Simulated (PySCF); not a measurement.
**C₆H₁₁ClOSi: density, localisation and related maps**

Input

```
{"job": {"kind": "nmr", "xc": "PBE0", "basis": "pcSseg-1"}, "charge": 0, "multiplicity": 1}
C      2.640962     1.265351     0.654002
C      2.160927     0.968714    -0.540025
C      1.744144    -0.396608    -0.965661
Si    -0.152978    -0.576453    -1.088716
O     -0.604272    -2.037187    -1.633161
C     -0.858165    -0.295949     0.684492
Cl    -0.267835    -1.681125     1.681610
C     -2.336142    -0.271914     0.714349
C     -3.052975     0.808014     0.972832
H      2.779407     0.509893     1.410338
H      2.917523     2.269456     0.926655
H      2.028482     1.746617    -1.280499
H      2.137398    -1.131869    -0.260875
H      2.170558    -0.618224    -1.944878
H     -0.796659     0.331447    -2.029423
H     -0.534579    -2.815069    -1.082168
H     -0.444613     0.597962     1.149319
H     -2.818922    -1.208799     0.471923
H     -4.128383     0.796630     0.940788
H     -2.589026     1.749790     1.216062
```

Command:

```sh
OMP_NUM_THREADS=1 python probes_run.py task.json out
```

Geometry: GFN2-xTB.

Method: PBE0/pcSseg-1, SCF density, gas phase, non-relativistic (PySCF 2.14.0).

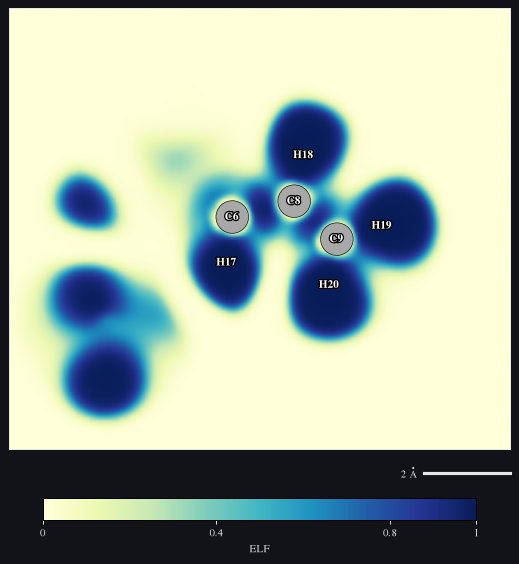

Figure 1. Electron localisation function on the plane of atoms C8, C9 and H20. Grey discs cover the atomic cores.

Question: Describe what can be read from this map.

Answer:
- Atoms in the plane: C and H.
- C–C (1.32 Å): the ELF peaks at about 0.95 between the atoms (a short, multiple covalent bond).
- C–C (1.48 Å): the ELF peaks at about 0.95 between the atoms (a shared electron pair).
- C–H (1.08 Å): the ELF climbs to about 1 towards the hydrogen, as it does in any bond to H: a covalent bond by its length.

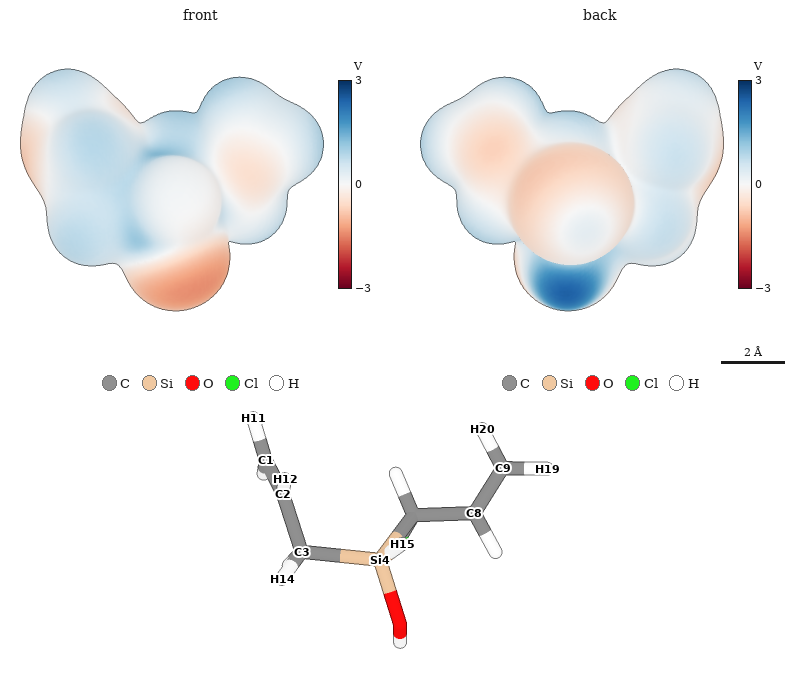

Figure 2. The electrostatic potential painted on the density surface at 0.002 e/bohr³, seen from the front and from behind; the colour scale runs from red (negative) to blue (positive). The bare structure is drawn below in the same view.

Question: Describe the electrostatic potential map.

Answer: The most negative region (about −1.3 V, or −30 kcal/mol for a unit charge) lies over O5, the most positive (about +2.3 V, or +53 kcal/mol for a unit charge) over H16. O5 is the likeliest acceptor of a hydrogen bond.

Question: What dipole moment does the calculation give?

Answer: Its dipole moment is 0.70 D.
